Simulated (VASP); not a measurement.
# CsNaIBr: structure and properties in VASP, part 2 of 6

Wanted: the relaxed cell of CsNaIBr and its properties. The cell is invented: it takes the structure of a Materials Project entry for CsI (space group 225 there), with some of its atoms replaced by other elements, volume scaled by an estimate. It may not be a known or stable phase.

VASP 6.6.1, plane waves and PAW; the level of theory is named at each step.

So far, gap on the k-mesh (eV): step 2 (rough relaxation of the start cell) 3.20. The relaxed cell has a = 4.875, c = 7.259 Å (conventional setting).

**3. Relaxing cell and atoms (rev-vdW-DF2)**

Level of this step: rev-vdW-DF2; plane waves and PAW (Cs_sv, I, Br, Na_pv); invented cell (VASP).

Properties are meant for the cell that this level of theory prefers, so cell and atoms are relaxed first (ISIF = 3) until forces and stress are small; EDIFFG sets the threshold.

Contents of INCAR:

```
SYSTEM = CsNaIBr
PREC = Accurate
ENCUT = 400
EDIFF = 1E-06
NELM = 100
ISMEAR = -1
SIGMA = 0.05
LREAL = .FALSE.
ALGO = Normal
GGA = MK
AGGAC = 0
LUSE_VDW = .TRUE.
PARAM1 = 0.1234
PARAM2 = 0.711357
ZAB_VDW = -1.8867
LASPH = .TRUE.
NBANDS = 21
LORBIT = 11
LWAVE = .FALSE.
LCHARG = .FALSE.
KPAR = 2
IBRION = 2
NSW = 60
ISIF = 3
EDIFFG = -0.01
```

Contents of POSCAR:

```
CsNaIBr
1.0
    4.8752190624      0.0000000000      0.0000000000
    0.0000000000      4.8752190624      0.0000000000
    0.0000000000      0.0000000000      7.2593543102
Cs I Br Na
1 1 1 1
Direct
    0.0000000000      0.0000000000      0.0000000000
    0.0000000000      0.0000000000      0.5000000000
    0.5000000000      0.5000000000      0.0000000000
    0.5000000000      0.5000000000      0.5000000000
```

Contents of KPOINTS:

```
Automatic mesh
0
Gamma
5 5 3
0 0 0
```

Potentials, in the order of the species: Cs_sv, I, Br and Na_pv (PBE family, release 64).

The run is started by

```sh
> mpirun -np 2 vasp_std
```

What it wrote:

```text
[banner, memory and clock lines left out]
running    2 mpi-ranks, on    1 nodes
 distrk:  each k-point on    1 cores,    2 groups
 distr:  one band on    1 cores,    1 groups

 POSCAR found type information on POSCAR CsI BrNa
 POSCAR found :  4 types and       4 ions
 [... a notice as in an earlier step ...]

 [... a notice as in an earlier step ...]

 LDA part: xc-table for (Slater+PW92), standard interpolation
 POSCAR, INCAR and KPOINTS ok, starting setup
 FFT: planning ... GRIDC
 FFT: planning ... GRID_SOFT
 FFT: planning ... GRID
 WAVECAR not read
 entering main loop
       N       E                     dE             d eps       ncg     rms          rms(c)
DAV:   1     0.211974251876E+03    0.21197E+03   -0.11013E+04   504   0.101E+03
DAV:   2     0.159152181010E+02   -0.19606E+03   -0.18911E+03   693   0.230E+02
DAV:   3    -0.355454949949E+01   -0.19470E+02   -0.19424E+02   599   0.798E+01
DAV:   4    -0.397715052825E+01   -0.42260E+00   -0.42231E+00   646   0.146E+01
DAV:   5    -0.398716874580E+01   -0.10018E-01   -0.10018E-01   660   0.203E+00    0.240E+00
DAV:   6    -0.357295978706E+01    0.41421E+00   -0.63865E-01   609   0.326E+00    0.144E+00
DAV:   7    -0.348580327352E+01    0.87157E-01   -0.31100E-01   697   0.233E+00    0.909E-01
DAV:   8    -0.347255856706E+01    0.13245E-01   -0.36174E-02   664   0.111E+00    0.187E-01
DAV:   9    -0.347108975850E+01    0.14688E-02   -0.52692E-03   679   0.352E-01    0.181E-01
DAV:  10    -0.347023394563E+01    0.85581E-03   -0.98308E-04   664   0.181E-01    0.317E-02
DAV:  11    -0.346990686126E+01    0.32708E-03   -0.87324E-04   687   0.162E-01    0.284E-02
DAV:  12    -0.346993632036E+01   -0.29459E-04   -0.18807E-04   599   0.587E-02    0.194E-02
DAV:  13    -0.346993582509E+01    0.49527E-06   -0.14285E-05   636   0.171E-02    0.154E-02
DAV:  14    -0.346993507489E+01    0.75020E-06   -0.14854E-06   408   0.633E-03
   1 F= -.34699351E+01 E0= -.34699351E+01  d E =-.346994E+01
 curvature:   0.00 expect dE= 0.000E+00 dE for cont linesearch  0.000E+00
 trial: gam= 0.00000 g(F)=  0.000E+00 g(S)=  0.527E-03 ort = 0.000E+00 (trialstep = 0.100E+01)
 search vector abs. value=  0.527E-03
 bond charge predicted
       N       E                     dE             d eps       ncg     rms          rms(c)
DAV:   1    -0.347141433619E+01   -0.14785E-02   -0.52503E-02   509   0.138E+00    0.155E-01
DAV:   2    -0.347072341448E+01    0.69092E-03   -0.99027E-04   579   0.208E-01    0.900E-02
DAV:   3    -0.347035108660E+01    0.37233E-03   -0.79022E-04   630   0.150E-01    0.178E-02
DAV:   4    -0.347035031307E+01    0.77354E-06   -0.33158E-05   592   0.315E-02    0.151E-02
DAV:   5    -0.347034883968E+01    0.14734E-05   -0.30215E-06   659   0.973E-03    0.371E-03
DAV:   6    -0.347034883004E+01    0.96343E-08   -0.75192E-07   392   0.587E-03
   2 F= -.34703488E+01 E0= -.34703488E+01  d E =-.413755E-03
[...]
3 F= -.34704597E+01 E0= -.34704597E+01  d E =-.524672E-03
 curvature:  -0.73 expect dE=-0.656E-04 dE for cont linesearch -0.495E-04
 ZBRENT: interpolating
 opt :   2.4264  next Energy=    -3.470543 (dE=-0.607E-03)
 bond charge predicted
       N       E                     dE             d eps       ncg     rms          rms(c)
DAV:   1    -0.347137132425E+01   -0.91143E-03   -0.40267E-02   514   0.121E+00    0.136E-01
DAV:   2    -0.347084430909E+01    0.52702E-03   -0.76555E-04   544   0.184E-01    0.791E-02
DAV:   3    -0.347055826475E+01    0.28604E-03   -0.60440E-04   615   0.131E-01    0.156E-02
DAV:   4    -0.347055693900E+01    0.13258E-05   -0.25049E-05   587   0.273E-02    0.133E-02
DAV:   5    -0.347055565624E+01    0.12828E-05   -0.22639E-06   571   0.859E-03    0.325E-03
DAV:   6    -0.347055559268E+01    0.63563E-07   -0.66144E-07   357   0.535E-03
   4 F= -.34705556E+01 E0= -.34705556E+01  d E =-.620518E-03
 curvature:  -1.22 expect dE=-0.306E-04 dE for cont linesearch -0.988E-06
 trial: gam= 0.08684 g(F)=  0.211E-64 g(S)=  0.251E-04 ort =-0.207E-04 (trialstep = 0.129E+01)
 search vector abs. value=  0.255E-04
 reached required accuracy - stopping structural energy minimisation
```

The job ended after 3.3 min (2 MPI ranks of Intel Xeon Platinum 8259CL at 2.50GHz (Skylake/Cascade Lake), shared host; peak memory 1 GiB; 6.6 min of CPU time).

OUTCAR, selected parts (step 3):

```text
  LATTYP: Found a simple tetragonal cell.
 ALAT       =     4.8752190624
 C/A-ratio  =     1.4890314091

The static configuration has the point symmetry D_4h.

 Found     12 irreducible k-points:

   k-points           NKPTS =     12   k-points in BZ     NKDIM =     12   number of bands    NBANDS=     21

   dimension x,y,z NGX =    32 NGY =   32 NGZ =   48
   dimension x,y,z NGXF=    64 NGYF=   64 NGZF=   96

   ENCUT  =  400.0 eV  29.40 Ry    5.42 a.u.   7.95  7.95 11.84*2*pi/ulx,y,z

   NELECT =      30.0000    total number of electrons

 E-fermi :   0.2915

 k-point     1 :       0.0000    0.0000    0.0000
  band No.  band energies     occupation
    ...
     11      -1.1757      2.00000
     12      -1.1757      2.00000
     13      -0.8750      2.00000
     14      -0.8624      2.00000
     15      -0.8624      2.00000
     16       2.3564      0.00000
     17       4.2241      0.00000
     18       5.3131      0.00000
     19       5.9750      0.00000
     20       5.9750      0.00000
    ...

 k-point     2 :       0.2000    0.0000    0.0000
  band No.  band energies     occupation
    ...
     11      -1.5451      2.00000
     12      -1.2082      2.00000
     13      -1.1686      2.00000
     14      -1.0419      2.00000
     15      -0.8967      2.00000
     16       2.9904      0.00000
     17       4.7595      0.00000
     18       5.4182      0.00000
     19       5.7939      0.00000
     20       6.1549      0.00000
    ...

Total vdW correction in eV:      6.9494135

  Total        0.0260870      0.0260870      0.0268581      0.0000000      0.0000000      0.0000000
  in kB        0.2427424      0.2427424      0.2499181      0.0000000      0.0000000      0.0000000
  external PRESSURE =       0.2451343 kB  Pullay stress =       0.0000000 kB

  energy-cutoff  :      400.00
  volume of cell :      172.18
      direct lattice vectors                 reciprocal lattice vectors
     4.859941962  0.000000000 -0.000000000     0.205763774  0.000000000 -0.000000000
     0.000000000  4.859941962  0.000000000     0.000000000  0.205763774  0.000000000
     0.000000000  0.000000000  7.289983427     0.000000000  0.000000000  0.137174523

 POSITION                                       TOTAL-FORCE (eV/Angst)
 -----------------------------------------------------------------------------------
      0.00000      0.00000      0.00000         0.000000      0.000000      0.000000
      0.00000      0.00000      3.64499        -0.000000      0.000000      0.000000
      2.42997      2.42997     -0.00000        -0.000000      0.000000      0.000000
      2.42997      2.42997      3.64499         0.000000      0.000000      0.000000
 -----------------------------------------------------------------------------------
    total drift:                                0.000000     -0.000000     -0.000000

  FREE ENERGIE OF THE ION-ELECTRON SYSTEM (eV)
  ---------------------------------------------------
  free  energy   TOTEN  =        -3.4705555927 eV

  energy  without entropy=       -3.4705555926  energy(sigma->0) =       -3.47055559

Total vdW correction in eV:      6.9493939

 total charge
# of ion       s       p       d       tot
------------------------------------------
    1        1.841   4.693   0.043   6.578
    2        1.499   2.826   0.002   4.327
    3        1.618   3.279   0.002   4.899
    4        0.029   5.959   0.000   5.987
--------------------------------------------------
tot          4.987  16.757   0.047  21.791

[... 3 parts as in an earlier step ...]

[... 6 further parts left out ...]
```

The steps of the relaxation:

| step | energy less that of the first step (eV) | largest force (eV/Å) | pressure (GPa) | volume (Å³) |
| --- | --- | --- | --- | --- |
| 1 | 0.0000 | 0.0000 | -0.02 | 172.54 |
| 2 | -0.0004 | 0.0000 | -0.01 | 172.39 |
| 3 | -0.0005 | 0.0000 | 0.03 | 172.05 |
| 4 | -0.0006 | 0.0000 | 0.02 | 172.18 |

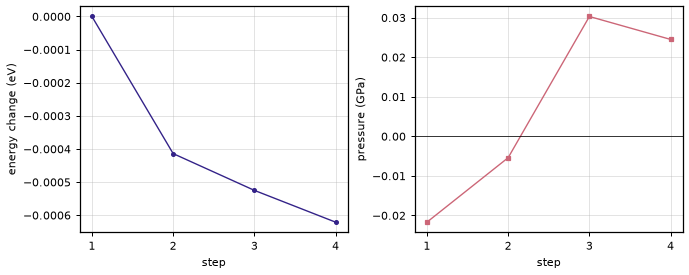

Energy and pressure along the relaxation.

| conventional cell, symmetrised | before | after | change |
| --- | --- | --- | --- |
| a (Å) | 4.875 | 4.860 | -0.3 % |
| b (Å) | 4.875 | 4.860 | -0.3 % |
| c (Å) | 7.259 | 7.290 | +0.4 % |
| volume (Å³/atom) | 43.13 | 43.05 | -0.2 % |

Final coordinates:

```cif
data_structure
_symmetry_space_group_name_H-M 'P 1'
_symmetry_Int_Tables_number 1
_cell_length_a 4.8599
_cell_length_b 4.8599
_cell_length_c 7.2900
_cell_angle_alpha 90.000
_cell_angle_beta 90.000
_cell_angle_gamma 90.000
_cell_volume 172.18
loop_
_atom_site_label
_atom_site_type_symbol
_atom_site_fract_x
_atom_site_fract_y
_atom_site_fract_z
_atom_site_occupancy
Cs1 Cs 0.00000 0.00000 0.00000 1
I2 I 0.00000 0.00000 0.50000 1
Br3 Br 0.50000 0.50000 0.00000 1
Na4 Na 0.50000 0.50000 0.50000 1
```

Numbers from this step:

```yaml
irreducible_k_points: 12
free_energy_toten: -3.471 eV
fermi_energy: 0.2915 eV
pressure: 0.02451 GPa
valence_top_at_k: 0.4, 0.4, 0
scf_cycles_over_all_ionic_steps: 32
gap_on_the_k_mesh: 3.209 eV
least_direct_gap_on_the_k_mesh: 3.219 eV
```

It ends with forces that vanish by symmetry and a pressure of 0.02 GPa.

**4. Density, ELF and potential (rev-vdW-DF2)**

A single point on the relaxed cell gives a clean self-consistent state, with density, ELF and potential written out.

INCAR: that of step 3 with these lines changed.

```diff
@@ -19,7 +19,5 @@
 LWAVE = .FALSE.
-LCHARG = .FALSE.
-KPAR = 2
-IBRION = 2
-NSW = 60
-ISIF = 3
-EDIFFG = -0.01
+LCHARG = .TRUE.
+ISIF = 2
+LELF = .TRUE.
+LVHAR = .TRUE.
```

Contents of POSCAR:

```
CsNaIBr
1.0
    4.8599419625      0.0000000000      0.0000000000
    0.0000000000      4.8599419625      0.0000000000
    0.0000000000      0.0000000000      7.2899834266
Cs I Br Na
1 1 1 1
Direct
    0.0000000000      0.0000000000      0.0000000000
    0.0000000000      0.0000000000      0.5000000000
    0.5000000000      0.5000000000      0.0000000000
    0.5000000000      0.5000000000      0.5000000000
```

KPOINTS is that of step 3.

The run is started by

```sh
> mpirun -np 2 vasp_std
```

What it wrote:

```text
[banner, memory and clock lines left out]
running    2 mpi-ranks, on    1 nodes
 distrk:  each k-point on    2 cores,    1 groups
 distr:  one band on    1 cores,    2 groups

 POSCAR found type information on POSCAR CsI BrNa
 POSCAR found :  4 types and       4 ions
 [... a notice as in an earlier step ...]

 [... a notice as in an earlier step ...]

 LDA part: xc-table for (Slater+PW92), standard interpolation
|                                                                             |
|           W    W    AA    RRRRR   N    N  II  N    N   GGGG   !!!           |
|           W    W   A  A   R    R  NN   N  II  NN   N  G    G  !!!           |
|           W    W  A    A  R    R  N N  N  II  N N  N  G       !!!           |
|           W WW W  AAAAAA  RRRRR   N  N N  II  N  N N  G  GGG   !            |
|           WW  WW  A    A  R   R   N   NN  II  N   NN  G    G                |
|           W    W  A    A  R    R  N    N  II  N    N   GGGG   !!!           |
|                                                                             |
|     The number of bands has been changed from the values supplied in        |
|     The orbitals not found in the WAVECAR file will be initialized with     |
|     random numbers, which is usually adequate. For correlated               |
|     calculations, however, you should redo the groundstate calculation.     |
|     I found NBANDS = 21. Now, NBANDS = 22.                                  |
|                                                                             |

 POSCAR, INCAR and KPOINTS ok, starting setup
 FFT: planning ... GRIDC
 FFT: planning ... GRID_SOFT
 FFT: planning ... GRID
 WAVECAR not read
 entering main loop
       N       E                     dE             d eps       ncg     rms          rms(c)
DAV:   1     0.206799447749E+03    0.20680E+03   -0.11059E+04   536   0.954E+02
DAV:   2     0.153037544471E+02   -0.19150E+03   -0.18377E+03   724   0.219E+02
DAV:   3    -0.356429604200E+01   -0.18868E+02   -0.18811E+02   660   0.758E+01
DAV:   4    -0.397836983006E+01   -0.41407E+00   -0.41382E+00   678   0.136E+01
DAV:   5    -0.398879850733E+01   -0.10429E-01   -0.10428E-01   682   0.196E+00    0.241E+00
DAV:   6    -0.357445566082E+01    0.41434E+00   -0.61240E-01   642   0.312E+00    0.143E+00
DAV:   7    -0.348663758433E+01    0.87818E-01   -0.30455E-01   714   0.222E+00    0.898E-01
DAV:   8    -0.347317287849E+01    0.13465E-01   -0.35389E-02   670   0.107E+00    0.172E-01
DAV:   9    -0.347158305045E+01    0.15898E-02   -0.53942E-03   738   0.348E-01    0.179E-01
DAV:  10    -0.347078923190E+01    0.79382E-03   -0.89102E-04   674   0.163E-01    0.331E-02
DAV:  11    -0.347041330224E+01    0.37593E-03   -0.84719E-04   696   0.161E-01    0.282E-02
DAV:  12    -0.347044627063E+01   -0.32968E-04   -0.23028E-04   600   0.609E-02    0.214E-02
DAV:  13    -0.347044516357E+01    0.11071E-05   -0.14871E-05   670   0.173E-02    0.172E-02
DAV:  14    -0.347044446258E+01    0.70099E-06   -0.18370E-06   488   0.669E-03
   1 F= -.34704445E+01 E0= -.34704445E+01  d E =-.279446E-10
```

Run time: 42 s. Hardware: 2 MPI ranks; peak memory 0.68 GiB.

OUTCAR, selected parts (step 4):

```text
  LATTYP: Found a simple tetragonal cell.
 ALAT       =     4.8599419625
 C/A-ratio  =     1.5000145028

The static configuration has the point symmetry D_4h.

 Found     12 irreducible k-points:

   k-points           NKPTS =     12   k-points in BZ     NKDIM =     12   number of bands    NBANDS=     22

   ENCUT  =  400.0 eV  29.40 Ry    5.42 a.u.   7.93  7.93 11.89*2*pi/ulx,y,z

   NELECT =      30.0000    total number of electrons

 E-fermi :   0.3628

 k-point     1 :       0.0000    0.0000    0.0000
  band No.  band energies     occupation
    ...
     11      -1.1751      2.00000
     12      -1.1751      2.00000
     13      -0.8746      2.00000
     14      -0.8626      2.00000
     15      -0.8626      2.00000
     16       2.3565      0.00000
     17       4.2241      0.00000
     18       5.3132      0.00000
     19       5.9749      0.00000
     20       5.9749      0.00000
    ...

 k-point     2 :       0.2000    0.0000    0.0000
  band No.  band energies     occupation
    ...
     11      -1.5452      2.00000
     12      -1.2084      2.00000
     13      -1.1683      2.00000
     14      -1.0419      2.00000
     15      -0.8962      2.00000
     16       2.9905      0.00000
     17       4.7595      0.00000
     18       5.4183      0.00000
     19       5.7941      0.00000
     20       6.1549      0.00000
    ...

Total vdW correction in eV:      6.9493579

  Total        0.0159255      0.0159255      0.0206857      0.0000000      0.0000000      0.0000000
  in kB        0.1481889      0.1481889      0.1924826      0.0000000      0.0000000      0.0000000
  external PRESSURE =       0.1629535 kB  Pullay stress =       0.0000000 kB

  energy-cutoff  :      400.00
  volume of cell :      172.18
      direct lattice vectors                 reciprocal lattice vectors
     4.859941962  0.000000000  0.000000000     0.205763774  0.000000000  0.000000000
     0.000000000  4.859941962  0.000000000     0.000000000  0.205763774  0.000000000
     0.000000000  0.000000000  7.289983427     0.000000000  0.000000000  0.137174523

 POSITION                                       TOTAL-FORCE (eV/Angst)
 -----------------------------------------------------------------------------------
      0.00000      0.00000      0.00000         0.000000      0.000000      0.000000
      0.00000      0.00000      3.64499         0.000000      0.000000      0.000000
      2.42997      2.42997      0.00000         0.000000      0.000000      0.000000
      2.42997      2.42997      3.64499         0.000000      0.000000      0.000000
 -----------------------------------------------------------------------------------
    total drift:                                0.000000     -0.000000     -0.000000

  FREE ENERGIE OF THE ION-ELECTRON SYSTEM (eV)
  ---------------------------------------------------
  free  energy   TOTEN  =        -3.4704444626 eV

  energy  without entropy=       -3.4704444625  energy(sigma->0) =       -3.47044446

Total vdW correction in eV:      6.9494325

[... 5 parts as in an earlier step ...]

[... 5 further parts left out ...]
```

Numbers from this step:

```yaml
scf_cycles: 14
bands: 22
free_energy_toten: -3.470 eV
fermi_energy: 0.3628 eV
pressure: 0.01630 GPa
gap_on_the_k_mesh: 3.208 eV
```

Valence electrons inside each PAW sphere by angular momentum. Sphere charges, by row:

| atom | s (e) | p (e) | d (e) | tot (e) |
| --- | --- | --- | --- | --- |
| Cs1 | 1.841 | 4.693 | 0.043 | 6.578 |
| I2 | 1.499 | 2.826 | 0.002 | 4.327 |
| Br3 | 1.618 | 3.279 | 0.002 | 4.899 |
| Na4 | 0.029 | 5.959 | 0 | 5.987 |

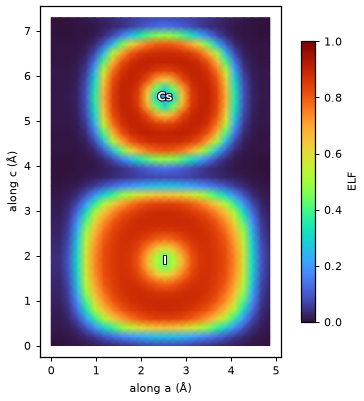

ELF in the ac plane at fractional y = 0.000, with atoms of Cs and I within 0.2 Å of it. It is the smooth field of the valence electrons, not physical close to the nuclei. The map starts off the cell's origin, so that atoms lie inside it.

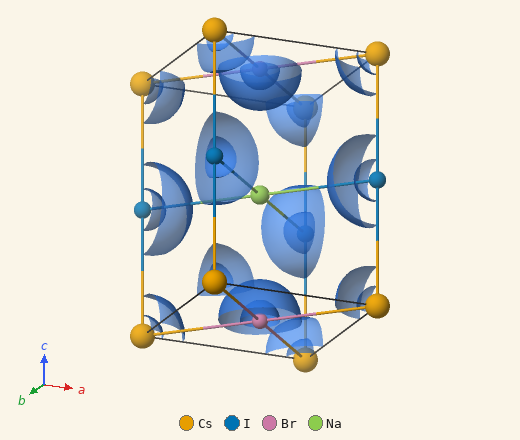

Surface of ELF = 0.83.

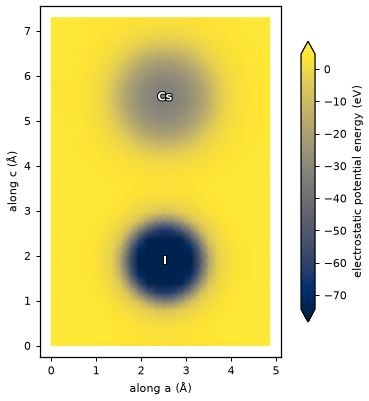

Electrostatic potential energy in the ac plane at fractional y = 0.000, with atoms of Cs and I within 0.2 Å of it. With pseudopotentials it is smooth inside the atoms' cores, unlike the true potential. The map starts off the cell's origin, so that atoms lie inside it.

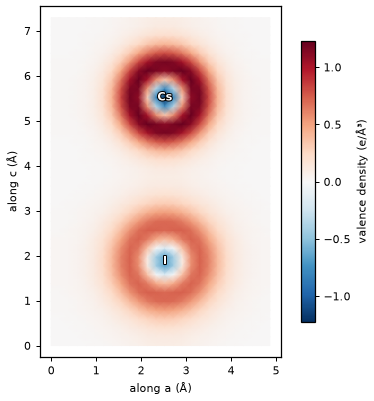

Valence density in the ac plane at fractional y = 0.000, with atoms of Cs and I within 0.2 Å of it. It is the smooth field of the valence electrons, not physical close to the nuclei. The map starts off the cell's origin, so that atoms lie inside it.

In this run the pressure is 0.02 GPa, small enough to go on.

[end of part 2 of 6]

[Lines on the potential files, build, host, timing and source positions are cut from VASP's logs without a mark.]

[Logs are printed without paths, hosts, clocks, repeated set-up lines and the standing remarks that a program may print on its own settings, such as how far it seeks lower states.]

[Hosts, paths, dates, database ids (printed as entryN), source tags and the programs' standing remarks are cut or masked in the printed files.]

[A measured line is paired with the nearest computed mode of its activity, which favours agreement.]
